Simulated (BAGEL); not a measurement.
**CH5NSi (SMILES C[Si]N): a chain of runs**

Aim: a single-point energy (HF/6-31G*), then the energy (NEVPT2(2,2)/6-31G*), then the energy (CASPT2(2,2)/6-31G*) of CH5NSi. 

Program for the calculation: BAGEL 1.2.2.

1 further run of the same task is left out (set aside as unsound or not needed).

## 1. The molecule

The species is CH5NSi (8 atoms), meant as a singlet with charge 0. As SMILES, `C[Si]N`. One bond was lengthened or shortened from a relaxed shape.

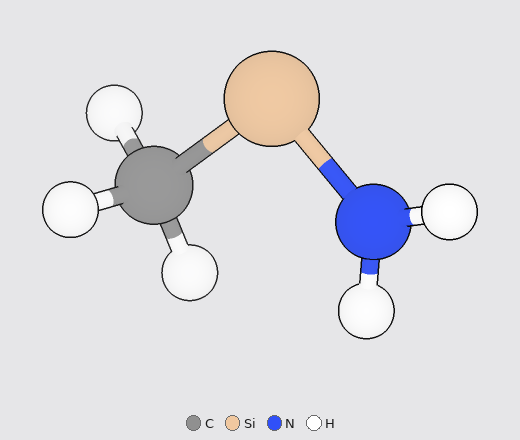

Viewed from a chosen angle; carbon grey, silicon light orange, nitrogen blue, hydrogen white.

## 2. The energy at HF/6-31G(d) (density fitting with svp-jkfit, spherical functions) (run 1)

hf.json reads:

```json
{ "bagel": [

{
  "title": "molecule",
  "basis": "6-31gs.json",
  "df_basis": "svp-jkfit",
  "angstrom": "true",
  "geometry": [
    { "atom": "C", "xyz": [   -0.674625,    0.710899,   -0.434804 ] },
    { "atom": "Si", "xyz": [    0.949175,    0.539999,    0.544996 ] },
    { "atom": "N", "xyz": [    0.917575,   -1.148201,    0.807996 ] },
    { "atom": "H", "xyz": [   -1.041025,   -0.215601,   -0.887004 ] },
    { "atom": "H", "xyz": [   -0.562500,    1.583400,   -1.334100 ] },
    { "atom": "H", "xyz": [   -1.446025,    1.081199,    0.253196 ] },
    { "atom": "H", "xyz": [    1.636575,   -1.615701,    1.337396 ] },
    { "atom": "H", "xyz": [    0.210575,   -1.789501,    0.477596 ] }
  ]
},
{ "title": "hf" },
{ "title": "print", "file": "orbitals.molden", "orbitals": "true" }

]}
```

The basis set 6-31G* is read from a file made from the Basis Set Exchange's data (not shown).

The run is started by

```sh
$ BAGEL_NUM_THREADS=1 BAGEL hf.json > hf.out
```

Log:

```text
* using 1 threads per process

  ===============================================================
  ===============================================================

  *** Geometry ***

  { "atom" : "C", "xyz" : [     -1.274856,      1.343404,     -0.821660 ] },
  { "atom" : "Si", "xyz" : [      1.793681,      1.020450,      1.029893 ] },
  { "atom" : "N", "xyz" : [      1.733965,     -2.169785,      1.526891 ] },
  { "atom" : "H", "xyz" : [     -1.967252,     -0.407427,     -1.676195 ] },
  { "atom" : "H", "xyz" : [     -1.062971,      2.992192,     -2.521084 ] },
  { "atom" : "H", "xyz" : [     -2.732591,      2.043170,      0.478471 ] },
  { "atom" : "H", "xyz" : [      3.092679,     -3.053232,      2.527312 ] },
  { "atom" : "H", "xyz" : [      0.397929,     -3.381667,      0.902526 ] },

  Number of auxiliary basis functions:      370

  Since a DF basis is specified, we compute 2- and 3-index integrals:
    o Being stored without compression. Storage requirement is 0.009 GB

  Number of basis functions:       56
  Number of electrons      :       32

    * METHOD: MOLECULE                             0.11

  *** RHF ***

  === Nuclear Repulsion ===
    99.7680349586

      * DIIS with orbital gradients will be used.

  === RHF iteration (6-31gs.json) ===
      0       -383.93270428          0.02608478           0.02
      1       -384.05773526          0.01592161           0.02
      2       -384.11609352          0.00200404           0.02
      3       -384.11773359          0.00062917           0.02
      4       -384.11787320          0.00011538           0.02
      5       -384.11788331          0.00002562           0.02
      6       -384.11788384          0.00000598           0.02
      7       -384.11788387          0.00000210           0.02
      8       -384.11788387          0.00000056           0.02
      9       -384.11788388          0.00000020           0.02
     10       -384.11788388          0.00000008           0.02
     11       -384.11788388          0.00000003           0.02
     12       -384.11788388          0.00000001           0.02
     13       -384.11788388          0.00000000           0.02
    * SCF iteration converged.

    * Permanent dipole moment:
           (    0.341772,     0.801579,     0.031171) a.u.

    * METHOD: HF                                   0.40

    * METHOD: PRINT                                0.01

  ===============================================================
```

Run time: 0.68 s. Hardware: 1 thread of Arm Neoverse V2, shared host; peak memory 0.14 GiB.

## 3. A single-point energy at NEVPT2(2,2)/6-31G(d) (density fitting with svp-jkfit, spherical functions) (run 2)

nevpt2.json reads:

```json
{ "bagel" : [

{
  "title" : "molecule",
  "basis" : "6-31gs.json",
  "df_basis" : "svp-jkfit",
  "angstrom" : "true",
  "geometry" : [
    { "atom" : "C", "xyz" : [   -0.674625,    0.710899,   -0.434804 ] },
    { "atom" : "Si", "xyz" : [    0.949175,    0.539999,    0.544996 ] },
    { "atom" : "N", "xyz" : [    0.917575,   -1.148201,    0.807996 ] },
    { "atom" : "H", "xyz" : [   -1.041025,   -0.215601,   -0.887004 ] },
    { "atom" : "H", "xyz" : [   -0.562500,    1.583400,   -1.334100 ] },
    { "atom" : "H", "xyz" : [   -1.446025,    1.081199,    0.253196 ] },
    { "atom" : "H", "xyz" : [    1.636575,   -1.615701,    1.337396 ] },
    { "atom" : "H", "xyz" : [    0.210575,   -1.789501,    0.477596 ] }
  ]
},
{ "title" : "hf", "charge" : 0 },
{ "title" : "casscf", "nstate" : 1, "nact" : 2, "nclosed" : 15, "charge" : 0, "active" : [13, 21], "maxiter" : 200, "natocc" : "true" },
{
  "title" : "nevpt2",
  "nstate" : 1,
  "nact" : 2,
  "nclosed" : 15,
  "charge" : 0,
  "active" : [13, 21],
  "maxiter" : 200,
  "natocc" : "true",
  "ncore" : 7
},
{ "title" : "print", "file" : "orbitals.molden", "orbitals" : "true" }

]}
```

The basis set 6-31G* is read from a file made from the Basis Set Exchange's data (not shown).

The run is started by

```sh
$ BAGEL_NUM_THREADS=1 BAGEL nevpt2.json > nevpt2.out
```

Log:

```text
* using 1 threads per process

  ===============================================================
  ===============================================================

  *** Geometry ***

  { "atom" : "C", "xyz" : [     -1.274856,      1.343404,     -0.821660 ] },
  { "atom" : "Si", "xyz" : [      1.793681,      1.020450,      1.029893 ] },
  { "atom" : "N", "xyz" : [      1.733965,     -2.169785,      1.526891 ] },
[... 4 lines of this table left out ...]
  { "atom" : "H", "xyz" : [      0.397929,     -3.381667,      0.902526 ] },

  Number of auxiliary basis functions:      370

  Since a DF basis is specified, we compute 2- and 3-index integrals:
    o Being stored without compression. Storage requirement is 0.009 GB

[... 18 lines left out ...]
    * SCF iteration converged.
[... 1 line left out ...]
    * Permanent dipole moment:
[... 27 lines left out ...]
    * Second-order optimization converged. *
[... 1 line left out ...]
     guess   0:   closed 1.                   open ..

  === FCI iteration ===

      0  0      -384.11759525     8.34e-02      0.00
      1  0      -384.13789638     2.77e-04      0.00
      2  0 *    -384.13789675     6.84e-16      0.00

     * ci vector, state   0, <S^2> = 0.0000
       2.     0.9926736804
       .2    -0.1208261741

    * METHOD: CASSCF                               1.38

    * freezing 7 orbitals

  === DF-NEVPT2 calculation ===

    * 3-index integral transformation done
    * assembly done

      NEVPT2 correlation energy:   -0.3519356312      0.04

          (+0)     -0.3055075827
          (+0)'    -0.0152094860
          (+1)     -0.0040580408
          (+1)'    -0.0000000000
          (+2)     -0.0002592425
          (-1)     -0.0222940153
          (-1)'     0.0000000000
          (-2)     -0.0046072641

      NEVPT2 total energy:       -384.4898323786

    * METHOD: NEVPT2                               0.09

    * METHOD: PRINT                                0.01

  ===============================================================
```

Wall time 2.1 s (1 thread of Arm Neoverse V2, shared host); peak memory 0.14 GiB.

## 4. The energy at CASPT2(2,2)/6-31G(d) (density fitting with svp-jkfit, spherical functions) (run 3)

input.json reads:

```json
{ "bagel": [

{
  "title": "molecule",
  "basis": "6-31gs.json",
  "df_basis": "svp-jkfit",
  "angstrom": "true",
  "geometry": [
    { "atom": "C", "xyz": [   -0.674625,    0.710899,   -0.434804 ] },
    { "atom": "Si", "xyz": [    0.949175,    0.539999,    0.544996 ] },
    { "atom": "N", "xyz": [    0.917575,   -1.148201,    0.807996 ] },
    { "atom": "H", "xyz": [   -1.041025,   -0.215601,   -0.887004 ] },
    { "atom": "H", "xyz": [   -0.562500,    1.583400,   -1.334100 ] },
    { "atom": "H", "xyz": [   -1.446025,    1.081199,    0.253196 ] },
    { "atom": "H", "xyz": [    1.636575,   -1.615701,    1.337396 ] },
    { "atom": "H", "xyz": [    0.210575,   -1.789501,    0.477596 ] }
  ]
},
{ "title": "hf" },
{ "title": "casscf", "nstate": 1, "nact": 2, "nclosed": 15, "nspin": 0, "active": [13, 21], "maxiter": 200, "natocc": "true" },
{ "title": "print", "file": "orbitals.molden", "orbitals": "true" },
{ "title": "smith", "method": "caspt2", "ms": "true", "xms": "true", "sssr": "true", "shift": 0.2, "shift_imag": "true", "ncore": 7 }

]}
```

The basis set 6-31G* is read from a file made from the Basis Set Exchange's data (not shown).

The run is started by

```sh
$ BAGEL_NUM_THREADS=1 BAGEL input.json > input.out
```

Log:

```text
* using 1 threads per process

  ===============================================================
  ===============================================================

  *** Geometry ***

  { "atom" : "C", "xyz" : [     -1.274856,      1.343404,     -0.821660 ] },
  { "atom" : "Si", "xyz" : [      1.793681,      1.020450,      1.029893 ] },
  { "atom" : "N", "xyz" : [      1.733965,     -2.169785,      1.526891 ] },
[... 4 lines of this table left out ...]
  { "atom" : "H", "xyz" : [      0.397929,     -3.381667,      0.902526 ] },

  Number of auxiliary basis functions:      370

  Since a DF basis is specified, we compute 2- and 3-index integrals:
    o Being stored without compression. Storage requirement is 0.009 GB

[... 18 lines left out ...]
    * SCF iteration converged.
[... 1 line left out ...]
    * Permanent dipole moment:
[... 27 lines left out ...]
    * Second-order optimization converged. *
[... 9 lines left out ...]
     * ci vector, state   0, <S^2> = 0.0000
[... 16 lines left out ...]
    * Zeroth order energy : state  0       -1.0434425996
[... 4 lines left out ...]
       #      aibj      arbs      arbi      airj      risj      airs      arst      rist         Etot      error   time
[... 10 lines left out ...]
      ------------------------------------------------------------------------------------------------------------------

    * CASPT2 energy : state  0     -384.4918960696
        w/o shift correction       -384.4896005184
        reference weight              0.8854789335

    * METHOD: SMITH                                0.20

  ===============================================================
```

Run time: 2.3 s. Hardware: 1 thread of Arm Neoverse V2, shared host; peak memory 0.14 GiB.

## 5. Results

| quantity | value |
| --- | --- |
| run 1, HF/6-31G*: total energy | -384.11788 Eh |
| run 1, HF/6-31G*: dipole moment | 2.22 D |
| run 1, HF/6-31G*: HOMO energy | -8.37 eV |
| run 1, HF/6-31G*: LUMO energy | 2.28 eV |
| run 1, HF/6-31G*: HOMO–LUMO gap | 10.65 eV |
| run 2, NEVPT2(2,2)/6-31G*: total energy | -384.48983 Eh |
| run 3, CASPT2(2,2)/6-31G*: total energy | -384.49190 Eh |
